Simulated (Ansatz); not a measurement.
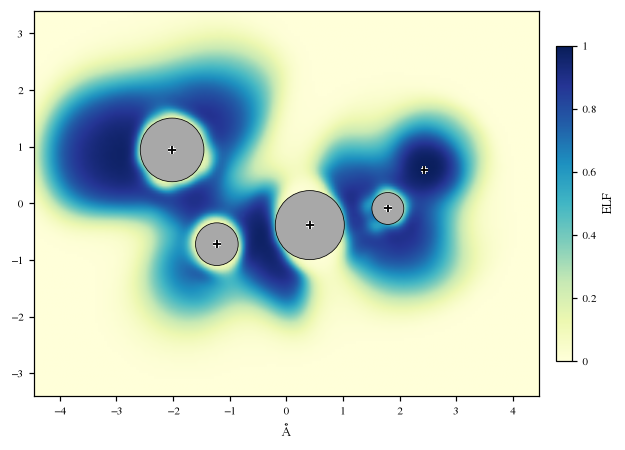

The ELF on a plane through atoms (crosses mark nuclei in the plane; grey discs cover the cores).

These are results of isolated molecule in a Gaussian basis; Kohn-Sham density functional theory, functional PBE0 in Ansatz, not measurements.

Candidates:
A. C₃H₂S (SMILES C#CC=S)
B. BHO₂ (SMILES O=BO)
C. CH₄BeOS (SMILES [OH][Be][CH2]S)

Which candidate gave the map?

Candidate C: CH₄BeOS on the plane of atoms Be2, C1 and S4, which holds C, Be, O, S and H. Be–O (1.41 Å): the ELF peaks at about 0.85 in the valence shell of O, 0.6 Å from its nucleus, and is about 0.80 at the midpoint. C–Be (1.68 Å): the ELF peaks at about 1 between the atoms: a polar covalent bond.
